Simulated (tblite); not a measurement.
# C5H11PSi: the cost of one run

Computed with tblite 0.8.0 and PySCF 2.14.0, with density-fitted response routines of our own, on a single molecule in the gas phase. Atoms count from 0, in the outputs and in this text.

## 1. The molecule as given

18 atoms, charge 0, multiplicity 1; geometry from: force field or distance geometry start.

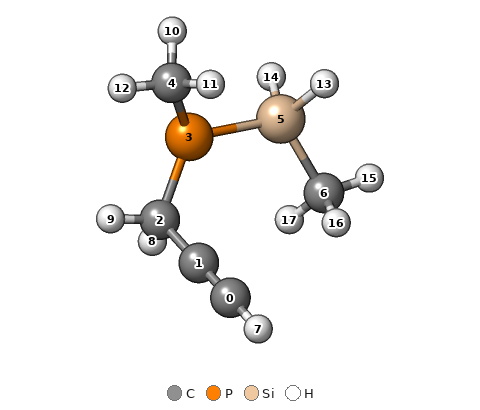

As it starts; carbon grey, phosphorus orange, silicon light orange, hydrogen white, atoms numbered; sticks join atoms by distance.

## 2. Relaxing the molecule with GFN2-xTB

The job: settings as JSON, then the geometry in Å.

```
{"job": {"kind": "relax", "xc": "GFN2-xTB", "basis": "xTB"}, "charge": 0, "multiplicity": 1}
C      2.230400     2.080500    -0.030400
C      1.715000     1.174900    -0.650200
C      1.128000     0.048400    -1.371200
P      0.126600    -1.056300    -0.357700
C      1.023400    -2.264400     0.709900
Si    -1.749400    -0.312300     0.433100
C     -2.091600     1.471900     0.086600
H      2.685400     2.887600     0.504000
H      0.568700     0.397400    -2.274400
H      1.995300    -0.531400    -1.759600
H      0.323800    -3.130800     0.895300
H      1.240000    -1.856300     1.716800
H      1.895700    -2.732400     0.235900
H     -1.729000    -0.496500     1.903900
H     -2.893000    -1.079600    -0.086200
H     -3.112700     1.742100     0.492800
H     -1.302600     2.071200     0.563600
H     -2.062600     1.592300    -1.023700
```

Run with:

```sh
> OMP_NUM_THREADS=1 python probes_run.py task.json out
```

One launch serves the whole session: the jobs run in the order shown.

Q: Estimate the wall time of this first job on 1 thread of Arm Neoverse V1, shared host.

About 1.3 s.
